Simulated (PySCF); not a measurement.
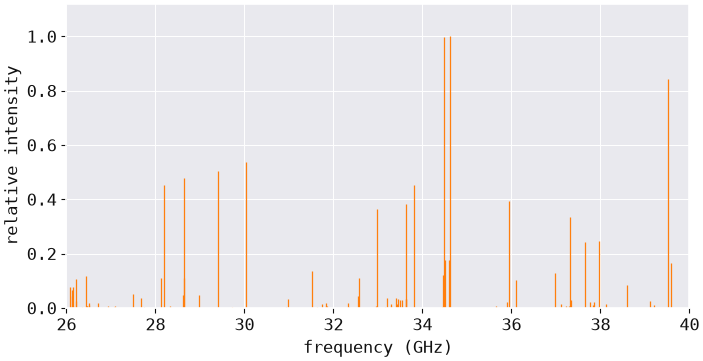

Simulated rotational absorption lines between 26 and 40 GHz at 2 K: rigid rotor with the equilibrium constants and dipole of one optimised conformer (PBE0-D3(BJ)/def2-SVP, PySCF), commonest isotopes; no centrifugal distortion, hyperfine structure, internal rotation or nuclear-spin weights; lines within 1 MHz of each other are summed.

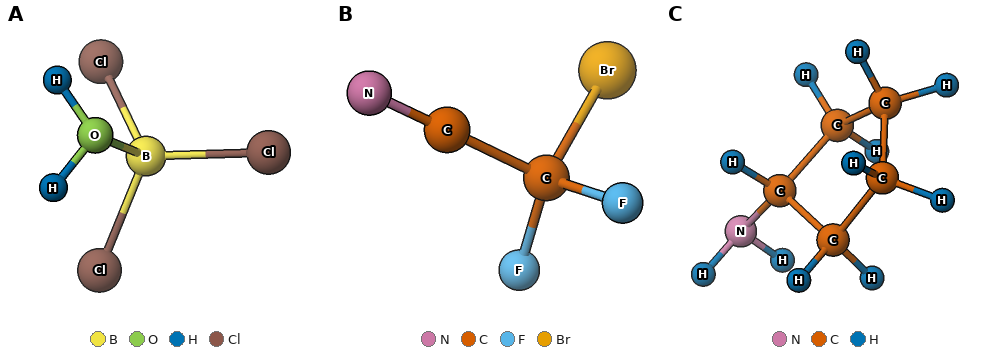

Which molecule gives this spectrum? Choose among the lettered structures.

Structure C, C₅H₁₁N, SMILES NC1CCCC1. Rotational constants A, B, C = 6.383, 2.991, 2.253 GHz, |μa|, |μb|, |μc| = 0.30, 1.08, 0.44 D.

Caveats: coarse grid, loose stop and no frequency check, small forces are noise and the end may be a saddle.
